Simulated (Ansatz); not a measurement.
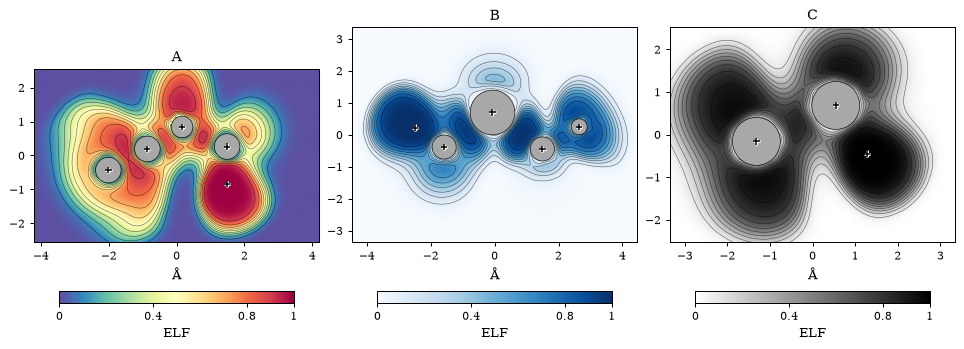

The electron localisation function of 3 systems, each on a plane through atoms (crosses mark nuclei in the plane; grey discs cover the cores).

The calculation used RKS PBE0-D4/def2-TZVPP in Ansatz 0.2.0.

System 1: C₂H₅F₃Si (SMILES C[SiH2]C(F)(F)F), the plane of atoms Si2, C1 and H7. Geometry: PBE0-D4/def2-TZVP.

| atom | x (Å) | y (Å) | z (Å) |
| --- | --- | --- | --- |
| C | -0.3495 | -1.1598 | 1.0510 |
| Si | 0.6667 | -0.3591 | -0.2845 |
| C | -0.1630 | 1.3246 | -0.7498 |
| F | -1.4250 | 1.1558 | -1.1948 |
| F | 0.5026 | 1.9847 | -1.7137 |
| F | -0.2386 | 2.1561 | 0.3095 |
| H | 0.0875 | -2.1166 | 1.3453 |
| H | -1.3680 | -1.3419 | 0.7021 |
| H | -0.3967 | -0.5194 | 1.9342 |
| H | 2.0431 | -0.0270 | 0.1574 |
| H | 0.7062 | -1.1543 | -1.5359 |

System 2: H₂S₂ (SMILES SS), the plane of atoms S2, S1 and H3. Geometry: PBE0-D4/def2-TZVP.

| atom | x (Å) | y (Å) | z (Å) |
| --- | --- | --- | --- |
| S | 0.7968 | -0.8056 | 0.1621 |
| S | 0.0765 | 1.1064 | 0.0609 |
| H | -0.2139 | -1.3663 | 0.8538 |
| H | -0.6039 | 1.0052 | -1.0971 |

System 3: C₃H₅N (SMILES C=C=NC), the plane of atoms N3, C4 and H8. Geometry: PBE0-D4/def2-TZVP.

| atom | x (Å) | y (Å) | z (Å) |
| --- | --- | --- | --- |
| C | -0.0506 | 1.6828 | -1.0370 |
| C | 0.3033 | 0.7175 | -0.2282 |
| N | 0.6975 | -0.1325 | 0.5387 |
| C | 0.0033 | -1.3752 | 0.8004 |
| H | 0.2755 | 1.6780 | -2.0682 |
| H | -0.6666 | 2.4968 | -0.6795 |
| H | 0.6707 | -2.2055 | 0.5626 |
| H | -0.9230 | -1.4764 | 0.2270 |
| H | -0.2215 | -1.4320 | 1.8670 |

Question: Match each panel to its system.

Answer: Panel A is system 3, C₃H₅N: the plane holds C, N and H. C–N (1.21 Å): the ELF peaks at about 0.90 between the atoms (a multiple bond). Panel B is system 1, C₂H₅F₃Si: the plane holds C, Si, F and H. C–F (1.34 Å): the ELF peaks at about 0.85 between the atoms; a shared but strongly polarised pair. Panel C is system 2, H₂S₂: the plane holds S and H. S–S (2.05 Å): the ELF peaks at about 0.85 between the atoms, as expected for a shared electron pair.
